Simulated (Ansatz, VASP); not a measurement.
**HgTe: VASP beside Ansatz**

Aim: how closely do two programs agree when they are given the same cell, functional and k mesh?

Main program and level: Ansatz 0.2.0; plane waves, with VASP 6.6.1 beside it; zone-centre phonons at PBEsol with D3(BJ) and zone-centre phonons at r2SCAN.

## (1) The structure

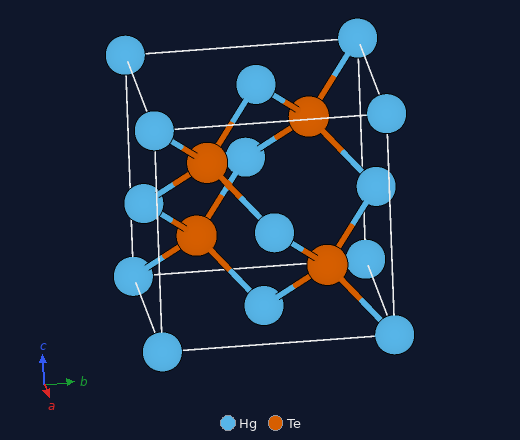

Start, viewed slightly off an axis; mercury blue, tellurium orange. This picture shows the conventional cell, with its axes. Bonds to atoms that aren't drawn are left out. Some periodic images of atoms are drawn too.

## (2) VASP: zone-centre phonons, PBEsol with D3(BJ)

Second derivatives magnify differences that forces hide, and they need a tight electronic threshold.

Lines of VASP's logs that name or quote its potential files are left out, and so is its time.

Input file INCAR:

```
SYSTEM = HgTe
PREC = Accurate
ENCUT = 450
EDIFF = 1E-08
NELM = 100
ISMEAR = 0
SIGMA = 0.05
LREAL = .FALSE.
ALGO = Normal
GGA = PS
IVDW = 12
NBANDS = 15
LORBIT = 11
LWAVE = .FALSE.
LCHARG = .FALSE.
KPAR = 4
IBRION = 6
NFREE = 2
POTIM = 0.015
NSW = 1
ISIF = 2
```

Input file POSCAR:

```
HgTe
1.0
    0.0000000000      3.2181416945      3.2181416945
    3.2181416945      0.0000000000      3.2181416945
    3.2181416945      3.2181416945      0.0000000000
Hg Te
1 1
Direct
    0.0000000000      0.0000000000      0.0000000000
    0.7500000000      0.7500000000      0.7500000000
```

Input file KPOINTS:

```
Automatic mesh
0
Gamma
10 10 10
0 0 0
```

The projector-augmented-wave data sets are Hg and Te (PBE family, release 64).

Launch:

```sh
$ mpirun -np 4 vasp_std
```

Numbers of over 12 decimals in the logs are rounded to 6 here.

Output:

```text
[banner, memory and clock lines left out]
running    4 mpi-ranks, on    1 nodes
 distrk:  each k-point on    1 cores,    4 groups
 distr:  one band on    1 cores,    1 groups

 POSCAR found type information on POSCAR HgTe
 POSCAR found :  2 types and       2 ions
|                                                                             |
|               ----> ADVICE to this user running VASP <----                  |
|                                                                             |
|     You enforced a specific xc type in the INCAR file but a different       |
|     [... a line on the potential file left out ...]
|     I HOPE YOU KNOW WHAT YOU ARE DOING!                                     |
|                                                                             |

 LDA part: xc-table for (Slater+PW92), standard interpolation
 POSCAR, INCAR and KPOINTS ok, starting setup
 FFT: planning ... GRIDC
 FFT: planning ... GRID_SOFT
 FFT: planning ... GRID
 WAVECAR not read
 entering main loop
       N       E                     dE             d eps       ncg     rms          rms(c)
DAV:   1     0.978865905398E+02    0.97887E+02   -0.74506E+03  1418   0.924E+02
DAV:   2    -0.118556223413E+01   -0.99072E+02   -0.93160E+02  1606   0.228E+02
DAV:   3    -0.457007666997E+01   -0.33845E+01   -0.33739E+01  1704   0.443E+01
DAV:   4    -0.460230647958E+01   -0.32230E-01   -0.32227E-01  2085   0.387E+00
DAV:   5    -0.460238294616E+01   -0.76467E-04   -0.76466E-04  1837   0.177E-01    0.790E+00
DAV:   6    -0.437611971152E+01    0.22626E+00   -0.47268E-01  1578   0.982E+00    0.630E+00
DAV:   7    -0.436526113764E+01    0.10859E-01   -0.10652E-01  1543   0.236E+00    0.229E+00
DAV:   8    -0.436322213362E+01    0.20390E-02   -0.11195E-02  1606   0.129E+00    0.613E-01
DAV:   9    -0.436297113302E+01    0.25100E-03   -0.73543E-04  1795   0.325E-01    0.129E-01
DAV:  10    -0.436297813688E+01   -0.70039E-05   -0.77982E-05  1663   0.846E-02    0.520E-02
DAV:  11    -0.436298524503E+01   -0.71082E-05   -0.23025E-05  1655   0.414E-02    0.340E-02
DAV:  12    -0.436298364306E+01    0.16020E-05   -0.40504E-06  1564   0.189E-02    0.159E-02
DAV:  13    -0.436298364042E+01    0.26364E-08   -0.34328E-07  1795   0.356E-03    0.978E-03
DAV:  14    -0.436298352722E+01    0.11320E-06   -0.21891E-07  1522   0.518E-03    0.101E-03
DAV:  15    -0.436298352502E+01    0.22062E-08   -0.30906E-08  1739   0.113E-03
   1 F= -.50816496E+01 E0= -.50816109E+01  d E =-.773677E-04
[...]
2 F= -.50811880E+01 E0= -.50811498E+01  d E =-.763511E-04
[...]
3 F= -.50811879E+01 E0= -.50811498E+01  d E =-.763500E-04
[...]
4 F= -.50811885E+01 E0= -.50811503E+01  d E =-.763479E-04
 Finite differences progress:
  Degree of freedom:   2/  2
  Displacement:        1/  2
  Total:               3/  4
 bond charge predicted
       N       E                     dE             d eps       ncg     rms          rms(c)
DAV:   1    -0.436209297338E+01    0.42967E-03   -0.23754E-01  5137   0.226E+00    0.213E-01
DAV:   2    -0.436254830659E+01   -0.45533E-03   -0.57301E-03  5900   0.427E-01    0.107E-01
DAV:   3    -0.436252264224E+01    0.25664E-04   -0.10308E-04  6565   0.660E-02    0.403E-02
DAV:   4    -0.436252265577E+01   -0.13526E-07   -0.77474E-06  6313   0.172E-02    0.859E-03
DAV:   5    -0.436252262073E+01    0.35036E-07   -0.74455E-07  6348   0.540E-03    0.322E-03
DAV:   6    -0.436252265585E+01   -0.35122E-07   -0.67062E-08  6600   0.163E-03    0.790E-04
DAV:   7    -0.436252266224E+01   -0.63840E-08   -0.57437E-09  4448   0.526E-04
   5 F= -.50811885E+01 E0= -.50811503E+01  d E =-.763513E-04
 Finite differences progress:
  Degree of freedom:   2/  2
  Displacement:        2/  2
  Total:               4/  4
```

Parts of OUTCAR (step 2):

```text
ion  position               nearest neighbor table
   1  0.000  0.000  0.000-   2 2.79   2 2.79   2 2.79   2 2.79
   2  0.750  0.750  0.750-   1 2.79   1 2.79   1 2.79   1 2.79

  LATTYP: Found a face centered cubic cell.
 ALAT       =     6.4362833890

 Subroutine GETGRP returns: Found 24 space group operations
 (whereof 24 operations were pure point group operations)

The static configuration has the point symmetry T_d .

 Found     47 irreducible k-points:

   k-points           NKPTS =     47   k-points in BZ     NKDIM =     47   number of bands    NBANDS=     15

   dimension x,y,z NGX =    32 NGY =   32 NGZ =   32
   dimension x,y,z NGXF=    64 NGYF=   64 NGZF=   64

   ENCUT  =  450.0 eV  33.07 Ry    5.75 a.u.   7.87  7.87  7.87*2*pi/ulx,y,z

   NELECT =      18.0000    total number of electrons

 k-points in reciprocal lattice and weights: Automatic mesh
   0.00000000  0.00000000  0.00000000       0.001
   0.10000000  0.00000000  0.00000000       0.008
   0.20000000  0.00000000  0.00000000       0.008
   0.30000000  0.00000000  0.00000000       0.008
   0.40000000  0.00000000  0.00000000       0.008
   0.50000000  0.00000000  0.00000000       0.004
   0.10000000  0.10000000  0.00000000       0.006
   0.20000000  0.10000000  0.00000000       0.024
   0.30000000  0.10000000  0.00000000       0.024
[...]
-0.30000000  0.40000000  0.20000000       0.024
  -0.30000000  0.50000000  0.20000000       0.012

 Edisp (eV)   -0.71867

 average (electrostatic) potential at core
       1 -40.1943       2 -91.1438

 E-fermi :   3.1065

 k-point     1 :       0.0000    0.0000    0.0000
  band No.  band energies     occupation
    ...
      6      -3.7812      2.00000
      7       2.3164      2.00000
      8       3.0834      1.48592
      9       3.0917      1.32389
     10       3.0979      1.19241
     11       7.2359      0.00000
     12       7.2463      0.00000
     13       7.2580      0.00000
     14       9.3904      0.00000
     15      12.6441      0.00000

 k-point     2 :       0.1000    0.0000    0.0000
  band No.  band energies     occupation
    ...
      5      -3.7832      2.00000
      6      -3.7826      2.00000
      7       1.4985      2.00000
      8       2.9619      1.99996
      9       2.9749      1.99980
     10       3.6077      0.00000
     11       7.1313      0.00000
     12       7.3991      0.00000
     13       7.4195      0.00000
     14      10.0813      0.00000
    ...

 k-point     3 :       0.2000    0.0000    0.0000
  band No.  band energies     occupation
    ...
      5      -3.7847      2.00000
      6      -3.7829      2.00000
      7       0.2784      2.00000
      8       2.6761      2.00000
      9       2.6963      2.00000
     10       3.8982      0.00000
     11       7.4848      0.00000
     12       7.7285      0.00000
     13       7.7630      0.00000
     14      10.8132      0.00000
    ...

 Edisp (eV)   -0.71867

  Total       0.00153     0.00337     0.00337     0.00000    -0.09373     0.00000
  in kB       0.03669     0.08099     0.08099     0.00000    -2.25283     0.00000
  external pressure =        0.07 kB  Pullay stress =        0.00 kB

  energy-cutoff  :      450.00
  volume of cell :       66.66
      direct lattice vectors                 reciprocal lattice vectors
     0.000000000  3.218141694  3.218141694    -0.155369169  0.155369169  0.155369169
     3.218141694  0.000000000  3.218141694     0.155369169 -0.155369169  0.155369169
     3.218141694  3.218141694  0.000000000     0.155369169  0.155369169 -0.155369169

 POSITION                                       TOTAL-FORCE (eV/Angst)
 -----------------------------------------------------------------------------------
      0.00000      0.00000      0.00000        -0.061518      0.000000      0.000000
      4.81221      4.82721      4.82721         0.061518     -0.000000     -0.000000
 -----------------------------------------------------------------------------------
    total drift:                               -0.000003     -0.000000     -0.000000

  FREE ENERGIE OF THE ION-ELECTRON SYSTEM (eV)
  ---------------------------------------------------
  free  energy   TOTEN  =        -5.0811884819 eV

  energy  without entropy=       -5.0811121306  energy(sigma->0) =       -5.08115031

 Eigenvectors and eigenvalues of the dynamical matrix
 ----------------------------------------------------

   1 f  =    3.583980 THz    22.518813 2PiTHz  119.548716 cm-1    14.822145 meV
             X         Y         Z           dx          dy          dz
      0.000000  0.000000  0.000000     0.000000    0.000000   -0.623625
      4.827213  4.827213  4.827213     0.000000    0.000000    0.781723

   2 f  =    3.583980 THz    22.518813 2PiTHz  119.548716 cm-1    14.822145 meV
             X         Y         Z           dx          dy          dz
      0.000000  0.000000  0.000000     0.229308    0.579937    0.000000
      4.827213  4.827213  4.827213    -0.287440   -0.726959    0.000000

   3 f  =    3.583980 THz    22.518813 2PiTHz  119.548716 cm-1    14.822145 meV
             X         Y         Z           dx          dy          dz
      0.000000  0.000000  0.000000     0.579937   -0.229308    0.000000
      4.827213  4.827213  4.827213    -0.726959    0.287440    0.000000

   4 f/i=    0.000403 THz     0.002530 2PiTHz    0.013434 cm-1     0.001666 meV
             X         Y         Z           dx          dy          dz
      0.000000  0.000000  0.000000    -0.012856   -0.756360    0.197091
      4.827213  4.827213  4.827213    -0.010256   -0.603392    0.157231

   5 f/i=    0.000403 THz     0.002530 2PiTHz    0.013434 cm-1     0.001666 meV
             X         Y         Z           dx          dy          dz
      0.000000  0.000000  0.000000     0.009986    0.196943    0.756442
      4.827213  4.827213  4.827213     0.007967    0.157113    0.603457

   6 f/i=    0.000403 THz     0.002530 2PiTHz    0.013434 cm-1     0.001666 meV
             X         Y         Z           dx          dy          dz
      0.000000  0.000000  0.000000    -0.781554    0.014958    0.006423
      4.827213  4.827213  4.827213    -0.623490    0.011933    0.005124

 ELASTIC MODULI CONTR FROM IONIC RELAXATION (kBar)
 Direction    XX          YY          ZZ          XY          YZ          ZX
 --------------------------------------------------------------------------------
 XX          -0.0000     -0.0000     -0.0000     -0.0000     -0.0000     -0.0000
 YY          -0.0000     -0.0000     -0.0000     -0.0000     -0.0000      0.0000
 ZZ          -0.0000     -0.0000     -0.0000     -0.0000     -0.0000     -0.0000
 XY          -0.0000     -0.0000     -0.0000   -229.0524     -0.0000      0.0000
 YZ          -0.0000     -0.0000     -0.0000     -0.0000   -229.0524     -0.0000
 ZX          -0.0000      0.0000     -0.0000      0.0000     -0.0000   -229.0524
 --------------------------------------------------------------------------------

 total charge
# of ion       s       p       d       tot
------------------------------------------
    1        0.753   0.435   9.348  10.537
    2        1.370   1.971   0.035   3.375
--------------------------------------------------
tot          2.123   2.406   9.383  13.912

[... 3 further parts left out ...]
```

## (3) Ansatz: zone-centre phonons, PBEsol with D3(BJ)

Ansatz runs on its default PAW (the set named soft_2) files.

The same cell, functional, mesh and smearing now go to Ansatz, which takes its cutoff from its data sets.

Input file input.yaml:

```yaml
crystal:
  lattice:
    - [0.0, 3.2181416945, 3.2181416945]
    - [3.2181416945, 0.0, 3.2181416945]
    - [3.2181416945, 3.2181416945, 0.0]
  atoms:
    - { symbol: Hg, position: [0.0, 0.0, 0.0] }
    - { symbol: Te, position: [0.75, 0.75, 0.75] }
hamiltonian:
  xc: pbesol
  pseudopotentials: { kind: paw }
  dispersion: d3bj
kpoints:
  mp_grid: { grid: [10, 10, 10] }
scf:
  occupations: { method: gaussian, width: 0.05 }
phonons:
  method: dfpt
  qpoints: [[0, 0, 0]]
```

Launch:

```sh
$ ansatz run input.yaml --threads 4 --pin off --max-ram 9216MiB --backend cpu --events-out ev --progress --plain --runs-dir out
```

Output:

```text
zone centre: on kpoints.mp_grid the ground state, and the responses unless they are solved on pairs of k-points, stand on 102 of the mesh's 1000 k-points, reduced under 8 symmetry operations, with k and −k counted as one. Each operation leaves every solved displacement unchanged or reverses it
Engine: ansatz 0.2.0, aarch64-unknown-linux-gnu
Pseudopotentials: kind: paw
Pseudopotential: Hg, paw, valence charge 20, recommended cutoff 420 eV (normal), Hg.paw.azcp
Pseudopotential: Te, paw, valence charge 16, recommended cutoff 420 eV (normal), Te.paw.azcp
Functional definition: PBEsol
  exchange = pbesol_x
  correlation = pbesol_c
Crystal: 2 atoms, lattice volume = 66.657 Å³
Basis set: ecut = 420 eV, 1291 PW (Γ), exchange–correlation on 64×64×64 points (8 copies of the dense FFT grid, shifted against one another)
Bands: 22, of which v1, the nominal top of the filled ones, is band 18 counted from 1 (17 counted from 0)
Symmetry: 24 space group operations
k-points: 102 of 1000 (irreducible under 8 space group operations, time reversal used)
Non-local potential: Hg, projectors of the file, l = 0: 3, l = 1: 2, l = 2: 2, l = 3: 1
Non-local potential: Te, projectors of the file, l = 0: 2, l = 1: 2, l = 2: 2, l = 3: 2
PAW form: soft (Blöchl's): semilocal exchange-correlation on the pseudo side does not see the compensation charge
PAW frozen core: Hg, regenerated for the run's functional, and the local potential with it (the file was generated under x = pbe(κ = 0.804, μ = 0.219515), c = pbe(β = 0.066725))
PAW frozen core: Te, regenerated for the run's functional, and the local potential with it (the file was generated under x = pbe(κ = 0.804, μ = 0.219515), c = pbe(β = 0.066725))
PAW one-centre angular grid: Hg, 590 points (default); XC on 64 Gauss nodes
PAW one-centre angular grid: Te, 590 points (default); XC on 64 Gauss nodes
Initial density: superposition of atomic densities (neutral atoms: chi_scale 0, normalization atom), corrected by the library's trained network
Initial wavefunctions: pseudopotential atomic-orbital guess
Functional: x = pbesol(κ = 0.804, μ = 0.123457), c = pbesol(β = 0.046)
SCF iter   1: F=—  HF=-20570.524991 eV  |F-HF|=—  |Δ(HF+E_count)|=         —  Δρ=2.74e-3  dr2=7.81e-3  ethr=1.77e-3  ⟨swp⟩=6.1  Hψ=10690  notcnv=0
preconditioner: auto → none  [insulator: Δε(μ)=0.510 eV  Ē_g=10.596 eV  σ=0.050 eV  W_gap=0.67  n_scr=14 (ndim 8)  ℏωp=19.3 eV  f_vac=0.180  D(μ)=0.06/eV (n_scr^D=0)  ε∞_Penn≈4.3]
SCF iter   2: F=—  HF=-20570.522664 eV  |F-HF|=—  |Δ(HF+E_count)|=   2.33e-3  Δρ=8.37e-4  dr2=3.01e-4  ethr=2.17e-5  ⟨swp⟩=3.0  Hψ=4980  notcnv=0
SCF iter   3: F=—  HF=-20570.522874 eV  |F-HF|=—  |Δ(HF+E_count)|=   2.10e-4  Δρ=4.00e-4  dr2=6.54e-5  ethr=8.36e-7  ⟨swp⟩=2.1  Hψ=2908  notcnv=0
SCF iter   4: F=—  HF=-20570.522946 eV  |F-HF|=—  |Δ(HF+E_count)|=   7.20e-5  Δρ=1.62e-4  dr2=2.19e-5  ethr=1.82e-7  ⟨swp⟩=2.0  Hψ=3212  notcnv=0
SCF iter   5: F=—  HF=-20570.522946 eV  |F-HF|=—  |Δ(HF+E_count)|=   6.89e-7  Δρ=2.10e-5  dr2=1.80e-7  ethr=6.08e-8  ⟨swp⟩=2.0  Hψ=3061  notcnv=0
SCF iter   6: F=—  HF=-20570.522946 eV  |F-HF|=—  |Δ(HF+E_count)|=   3.80e-8  Δρ=3.94e-6  dr2=8.65e-9  ethr=4.99e-10  ⟨swp⟩=2.0  Hψ=3163  notcnv=0
SCF iter   7: F=—  HF=-20570.522946 eV  |F-HF|=—  |Δ(HF+E_count)|=   4.76e-9  Δρ=5.20e-7  dr2=1.20e-10  ethr=2.40e-11  ⟨swp⟩=2.1  Hψ=4027  notcnv=0
SCF iter   8: F=-20570.522946 eV  HF=-20570.522946 eV  |F-HF|=7.28e-12  |Δ(HF+E_count)|=  3.38e-10  Δρ=8.97e-8  dr2=5.80e-12  ethr=1.00e-12  ⟨swp⟩=7.0  Hψ=10273  notcnv=0
SCF 1 converged in 8 iterations: F = -20570.522946 eV  dr2 = 5.80e-12
  greatest PAW one-centre occupation: 1.000 electrons in one spin orbital (limit 2), on the Hg atom at site 0 (counted from 0), in its partial waves of l = 0
DFPT response loops at Γ: preconditioner auto → none (partly filled bands, converged f_vac=0.173); β = 0.50; Broyden in place of MSR1
SCF converged after 8 iterations
Free energy (F): -20570.522946 eV
Harris-Foulkes:  -20570.522946 eV  (|F-HF|=7.28e-12)
Internal energy: -20570.522869 eV  (E = F + TS)
E sigma→0 (E₀):  -20570.522908 eV
Entropy (-TS):   -0.000077 eV (-0.039 meV/atom)
Fermi energy:    8.811379 eV
--- Per-component energies (eV) ---
  E_band       = -770.712969
  E_kinetic    = 784.987969
  E_local      = -4780.531646  (includes V_loc(G=0)·N_el)
  E_nonlocal   = -231.718273
  E_hartree    = 2322.921176
  E_xc         = -342.328819
  E_vxc        = -365.913205  (∫ρ·V_xc dr)
  E_paw        = -14385.242983  (= ΣΔE_a)
  E_vpaw       = -823.380670  (= ΣTr[D̂ρ^β])
  E_aug_tail   = 0.000705  (compensation charges beyond the density's cutoff)
  E_ewald      = -3938.595591
  E_disp       = -0.718874  (pairwise vdW)
  E_core_change = 0.703466  (= ΣΔE_core)
  E_smearing   = -0.000077  (= −TS)
  E_closure    = 0.000000  (closes the sum)
  Σ components = -20570.522946   (vs F -20570.522946, Δ=0.00e0)
--- Band table (eV; the first three rows and the last of 102) ---
  k-point 0: bands = [... 14 lower, 1.9308, 8.0270, 8.7961, 8.7961, 8.7961, 12.9740, 12.9740, 12.9740]
  k-point 1: bands = [... 14 lower, 1.9291, 7.2046, 8.6756, 8.6756, 9.3162, 12.8544, 13.1338, 13.1338]
  k-point 2: bands = [... 14 lower, 1.9276, 5.9830, 8.3918, 8.3918, 9.6183, 13.1908, 13.4736, 13.4736]
  k-point 101: bands = [... 14 lower, 2.5538, 3.1798, 6.0722, 6.1901, 11.7672, 12.8116, 14.6193, 15.0677]
--- Phonons (Γ-DFPT): 2 representative perturbations + reference, on 102 of 1000 k-points (Σ response iterations 6) ---
  k mesh reduced under 8 symmetry operations, with k and −k counted as one. Each operation leaves every solved displacement unchanged or reverses it
  ASR residual: 1.645e-4 → 0.000e0 eV/Å²; symmetrization residual: 6.782e-5 eV/Å²
  pairwise dispersion correction: d3bj (s6 = 1.0, s8 = 2.9491, a1 = 0.4466, a2_bohr = 6.1742), with the weights of each atom's references fixed at the reference crystal's, and the forces and stress that the weights' published response gives there kept as a pressure on the atom's counted neighbours (hamiltonian.dispersion)
  ASR residual per site (eV/Å²): 1.64e-4 2.54e-5
  Γ frequencies (cm⁻¹): 0.00 0.00 0.00 117.67 117.67 117.67
  non-analytic LO–TO correction: not included (Born effective charges unavailable; polar crystals: no LO–TO splitting at Γ)
--- Phonons (arbitrary-q DFPT): 1 explicit q-point ---
  q = [0, 0, 0] (of the zone-centre solve; hermiticity 3.42e-5, symmetrization 2.57e-12): -0.00 -0.00 -0.00 117.67 117.67 117.67
  sum rule: each row above includes the acoustic sum rule's correction from the zone centre's row sums; it moved no ω² by more than (0.47 cm⁻¹)²
```

Elapsed: 14 s, on 4 threads of Arm Neoverse V1, shared host; peak memory 0.77 GiB; 51 s of CPU time.

The column dr2 measures how far the density is from self-consistency, as an energy; F and HF (Harris–Foulkes) agree once it is small.

(Part 1 of 2 ends here.)

[Lines on the potential files, build, host, timing and source positions are cut from VASP's logs without a mark.]

[Logs are printed without paths, hosts, clocks, repeated set-up lines and the standing remarks that a program may print on its own settings, such as how far it seeks lower states.]

[Hosts, paths, dates, database ids (printed as entryN), source tags and the programs' standing remarks are cut or masked in the printed files.]
